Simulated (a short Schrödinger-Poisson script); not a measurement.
Stack: symmetric double-gate stack, Si3N4 on p-type Ge(100), at 300 K.

| layer | material | thickness (nm) | Na (cm⁻³) |
|---|---|---|---|
| 1 | Si3N4 | 5.4 | - |
| 2 | Ge | 5 | 5e17 |
| 3 | Si3N4 | 5.4 | - |

Constants are typed, rounded textbook-type inputs, not results; the design itself was drawn at random and stands for no fabricated device. Si3N4: permittivity 7.5, conduction-band edge (eV) 1.9, gap (eV) 5.1, electron mass (mₑ) 0.5. Ge: permittivity 16, conduction-band edge (eV) 0, gap (eV) 0.664, Nv at 300 K (cm⁻³) 6e18.

Channel valleys (confinement mass, in-plane density-of-states mass, number): L4 0.12, 0.295, 4. At the gates, both at one voltage, the conduction-band edge of layer 1 lies 2.02 eV − eVg above the Fermi level of the channel. Gaps are held at their typed values at every temperature. Mesh 0.03 nm at interfaces.

Solved with a short Schrödinger-Poisson script written for these runs: 1D Poisson equation in equilibrium, electrons quantum, Hartree (BenDaniel-Duke, 12 states a valley, the channel's in-plane mass for all, wave functions free to enter the dielectric), parabolic valleys, classical holes, full ionisation, no traps, pinning or gate leakage.

Only gate voltages with over 1e8 electrons/cm² are shown.

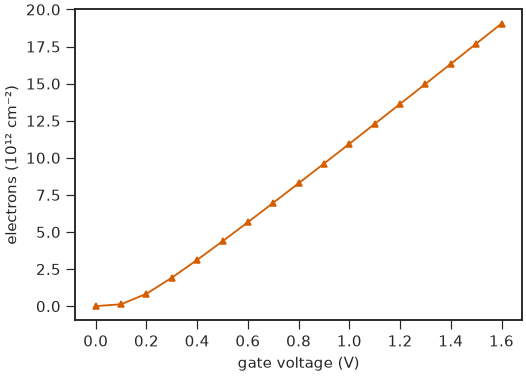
Figure: Sheet density against gate voltage

| Vg (V) | electrons (cm⁻²) | C (μF/cm²) | L4 E0 (meV) | L4 E1 (meV) |
|---|---|---|---|---|
| 0 | 3.84e9 | 0.0240 | 209.6 | 435.3 |
| 0.2 | 8.39e11 | 1.55 | 69.5 | 293.4 |
| 0.4 | 3.12e12 | 1.98 | 33.1 | 252.3 |
| 0.6 | 5.66e12 | 2.08 | 15.0 | 228.9 |
| 0.8 | 8.29e12 | 2.12 | 2.3 | 211.0 |
| 1 | 1.09e13 | 2.14 | -7.9 | 195.6 |
| 1.2 | 1.36e13 | 2.16 | -16.8 | 181.7 |
| 1.4 | 1.63e13 | 2.17 | -24.7 | 168.8 |
| 1.6 | 1.91e13 | 2.18 | -32.0 | 156.7 |

Subbands count from the Fermi level. The capacitance is that of both gates.

Only the L valleys are kept; under strong confinement the Δ valleys of Ge fill too.
